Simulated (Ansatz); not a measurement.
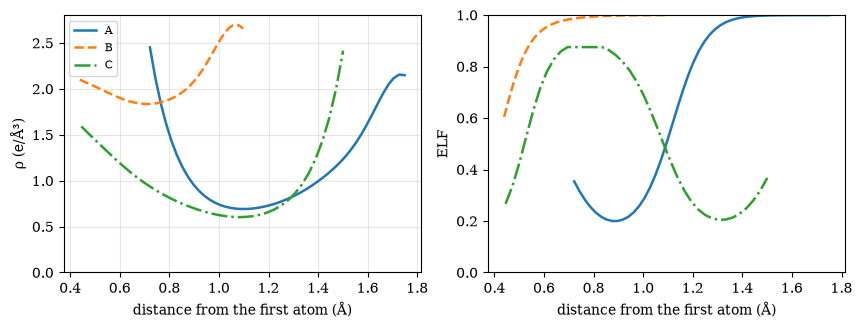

The picture shows: CH4Sn (SMILES [CH3][SnH]) (triplet). Electron density and electron localisation function along straight lines between neighbouring atoms. The curves leave out the atomic cores.

Geometry: B3LYP-D3(BJ)/def2-SVP; core potentials replace the inner electrons of Sn.

Computed with isolated molecule in a Gaussian basis; Kohn-Sham density functional theory, functional PBE0 in Ansatz.

Input file:

```
crystal:
  periodic: [false, false, false]
  atoms:
    - {symbol: C, position_ang: [-2.221579, -0.683843, -0.544899]}
    - {symbol: Sn, position_ang: [-0.116871, -0.159154, -0.056176]}
    - {symbol: H, position_ang: [-2.677813, -1.113976, 0.356886]}
    - {symbol: H, position_ang: [-2.748441, 0.230796, -0.844402]}
    - {symbol: H, position_ang: [-2.203999, -1.407094, -1.371315]}
    - {symbol: H, position_ang: [0.939802, -1.453832, 0.460269]}
basis:
  gaussian: {orbitals: def2-TZVPD}
output: {forces: true, orbitals: {seedname: orbitals}}
magnetization: {spin_polarized: true, initial_magnetization: 2}
hamiltonian: {xc: {name: PBE0}}
```

Run with:

```sh
ansatz run input.yaml --threads 1 --pin off --max-ram 2610MiB --events-out events.jsonl --progress --plain --runs-dir runs
```

**Which curve belongs to which contact (C–H, C–Sn and Sn–H)? The first atom named is at distance zero.**

Curve A: Sn–H (1.75 Å): ρ at the midpoint is about 1 e/Å³; the ELF climbs to about 1 towards the hydrogen. Curve B: C–H (1.10 Å): ρ is about 2 e/Å³ halfway; the ELF climbs to about 1 towards the hydrogen: an ordinary covalent bond to hydrogen. Curve C: C–Sn (2.22 Å): the density is about 0.61 e/Å³ at the midpoint; the ELF peaks at about 0.90 in the valence shell of C, 0.7 Å from its nucleus, and drops to about 0.20 between the two atoms.
